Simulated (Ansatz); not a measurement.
HfNH3BrCl3: several calculations on one system

Part 1: Relaxation

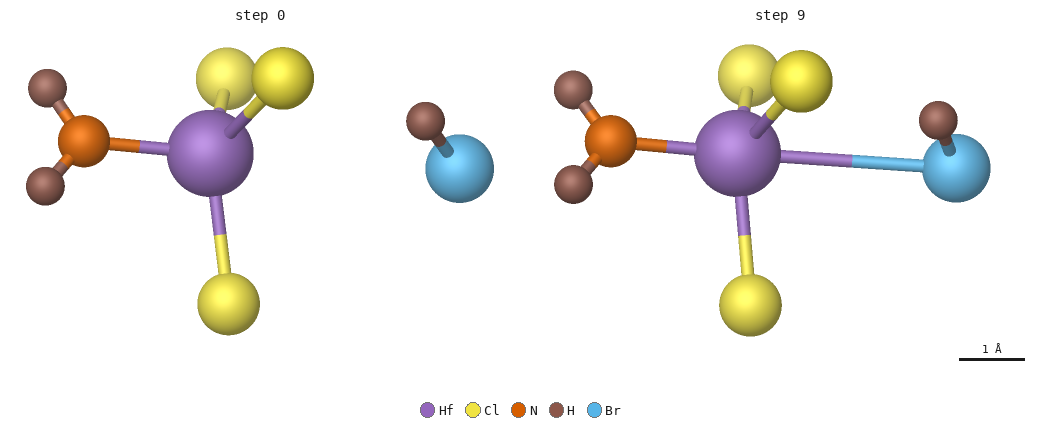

The structure of HfNH₃BrCl₃ before (left) and after (right) a relaxation, at one scale.

Style: ball-and-stick. Shown at a tilt.

The run prepares an end point of a later path (reaction) calculation, from a guessed geometry.

Computed with RKS PBE/def2-SVP in Ansatz. Set-up: no spin polarisation; force threshold 0.03 eV/Å; at most 50 steps.

### What changed between the two?

Over 8 accepted moves (9 points after the start) the energy falls by 0.108 eV. Largest force component: 1 eV/Å at the start, 0.028 eV/Å at the end. The line search rejected the trial step at point 4 of the run. The Br atom moves most after the best rigid fit: 0.36 Å. By element the largest moves are Br 0.36 Å, H 0.14 Å, Hf 0.11 Å, N 0.11 Å, Cl 0.06 Å. Some distances before and after: Br–Hf 3.898 → 3.425 Å, Cl–Hf 2.487 → 2.402 Å, Br–H 1.508 → 1.449 Å, Cl–Hf 2.351 → 2.362 Å. Bond angles that change, for instance: Cl–Hf–Cl 118.5° → 121.1°, Cl–Hf–N 102.7° → 100.3°, Cl–Hf–N 105.1° → 102.9°.

Limits of the set-up: the start holds two separate molecules, 2.6 Å apart at their closest, whose relative position is a soft coordinate and is computed without a dispersion correction.

Part 2: Relaxation

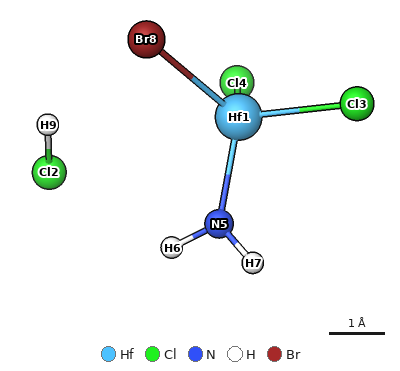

This is the input geometry for a relaxation of HfNH₃BrCl₃. The picture is a ball-and-stick view, seen face on.

The run prepares an end point of a later path (reaction) calculation, from a guessed geometry.

Method: RKS PBE/def2-SVP (Ansatz).

The input:
```yaml
crystal:
  periodic: [false, false, false]
  atoms:
    - { symbol: Hf, position_ang: [0.382584, 0.441158, -0.678762] }
    - { symbol: Cl, position_ang: [-1.252985, 0.241685, 2.656905] }
    - { symbol: Cl, position_ang: [1.512413, 0.090056, -2.698017] }
    - { symbol: Cl, position_ang: [-1.419832, 1.91411, -1.041806] }
    - { symbol: "N", position_ang: [-0.294809, -1.378823, -0.197237] }
    - { symbol: H, position_ang: [-0.89057, -1.543042, 0.626859] }
    - { symbol: H, position_ang: [-0.143065, -2.258973, -0.705399] }
    - { symbol: Br, position_ang: [2.104461, 1.331802, 1.152659] }
    - { symbol: H, position_ang: [0.020203, 0.639227, 2.800998] }
basis:
  gaussian: { orbitals: def2-SVP }
hamiltonian:
  xc: pbe
relax:
  f_tol: 0.03
  max_steps: 50
```

Run as
```bash
ansatz run input.yaml --threads 4 --pin off --max-ram 5120MiB --backend cpu --events-out ev --progress --plain --runs-dir out
```

Q: Where does the relaxation end?

A: H9 moves most after the best rigid fit: 0.20 Å. By element the largest moves are H 0.20 Å, Br 0.18 Å, Cl 0.17 Å, Hf 0.05 Å, N 0.03 Å. Among the contacts that change: Hf1–Br8 2.667 → 2.547 Å, Cl2–H9 1.342 → 1.313 Å, Hf1–Cl3 2.340 → 2.347 Å. Bond angles that change, for instance: Cl3–Hf1–Cl4 109.3° → 112.3°, Cl4–Hf1–Br8 113.0° → 110.0°, N5–Hf1–Br8 110.9° → 108.1°. The energy falls by 9.51 kJ/mol in 10 accepted moves (11 points after the start). Largest force component: 0.83 eV/Å at the start, 0.029 eV/Å at the end. The line search rejected the trial step at point 2 of the run. The forces were under the threshold at step 7, but the run went on from there.

Step by step:

```
step  E − E(0), kJ/mol  largest force component, eV/Å      note
   0              0.00                         0.8279          
   1             -3.61                         0.8291          
   2             -3.33                         1.3566  rejected
   3             -8.26                         0.2653          
   4             -8.67                         0.1361          
   5             -9.02                         0.2436          
   6             -9.40                         0.0343          
   7             -9.45                         0.0096          
   8             -9.48                         0.0502          
   9             -9.48                         0.0804          
  10             -9.50                         0.0508          
  11             -9.51                         0.0294
```

The structure at the end:

```xyz
9

Hf    0.3994    0.4437   -0.7247
Cl   -1.2039    0.1854    2.8112
Cl    1.5978    0.1014   -2.7128
Cl   -1.3990    1.9416   -1.0088
N    -0.3013   -1.3518   -0.1914
H    -0.9175   -1.4597    0.6277
H    -0.1179   -2.2687   -0.6142
Br    1.9408    1.2720    1.1263
H     0.0201    0.6133    2.6031
```

The end point in the same view:

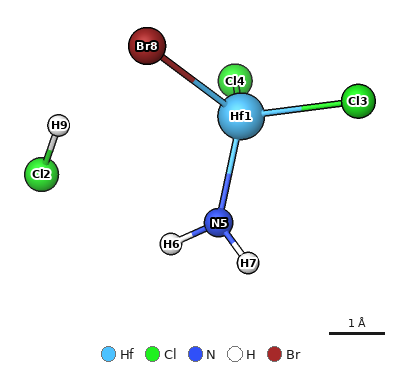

Limits of the set-up: the start holds two separate molecules, 2.7 Å apart at their closest, whose relative position is a soft coordinate and is computed without a dispersion correction.

Part 3: Path

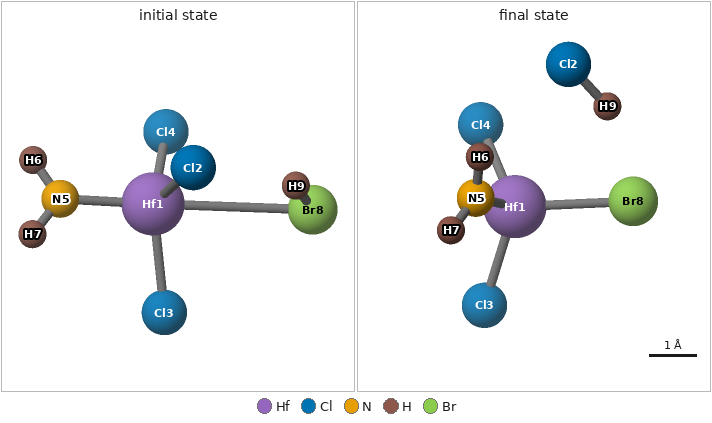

The two relaxed end points of a path for HfNH₃BrCl₃. A ball-and-stick model, seen at a tilt.

All numbers below come from Ansatz 0.2.0, RKS PBE/def2-SVP.

Run with 5 movable images; climbing image; force threshold 0.05 eV/Å; iteration limit 60.

Start:
```xyz
9

Hf   -0.0036   -0.0262   -0.0060
Cl    0.0718   -0.3951    2.3665
Cl    2.0696   -0.2991   -1.1046
Cl   -1.5147    1.6689   -0.6582
N    -0.9714   -1.6451   -0.6788
H    -1.9915   -1.7379   -0.7594
H    -0.5283   -2.5238   -0.9726
Br    1.6416    2.6645    1.3302
H     1.2448    1.7710    2.3991
```

End:
```xyz
9

Hf    0.3866    0.4441   -0.7298
Cl   -1.1576    0.1851    2.8322
Cl    1.5485    0.1001   -2.7393
Cl   -1.4064    1.9547   -0.9785
N    -0.3168   -1.3485   -0.1901
H    -0.9196   -1.4549    0.6391
H    -0.1467   -2.2652   -0.6188
Br    1.9650    1.2563    1.0970
H     0.0654    0.6056    2.6045
```

> What barrier does the band find between them, and by what path?

The energy climbs by 18.5 kJ/mol to image 3 and then falls by 15.1 kJ/mol, so the end point sits at +3.3 kJ/mol. Breaking: Br8–H9 (1.45 → 1.59 at the top → 2.51 Å), Hf1–Cl2 (2.40 → 2.56 at the top → 3.89 Å). Forming: Cl2–H9 (2.46 → 1.75 at the top → 1.31 Å). The band converged in 34 iterations. The largest component of the band force went from 7.5 to 0.037 eV/Å. The climbing image converged on the top of the path. Its vibrational analysis gives one imaginary mode (70i cm⁻¹), as a transition state must have.

Energies of the converged images:

```
image  path (Å)  E (kJ/mol)
    0      0.00         0.0
    1      1.23         2.4
    2      2.46        13.3
    3      3.69        18.5
    4      4.43         8.8
    5      5.18         3.6
    6      5.92         3.3
```

The geometry at the top of the path:

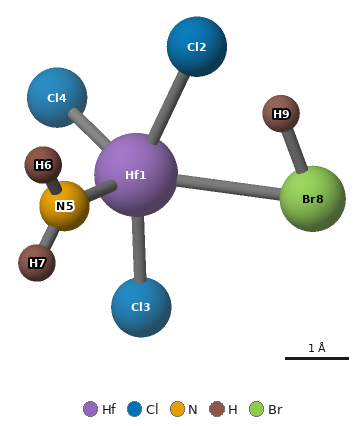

Cost: 6.4 min on 4 threads of Arm Neoverse V2 (shared host), peak memory 0.27 GiB.
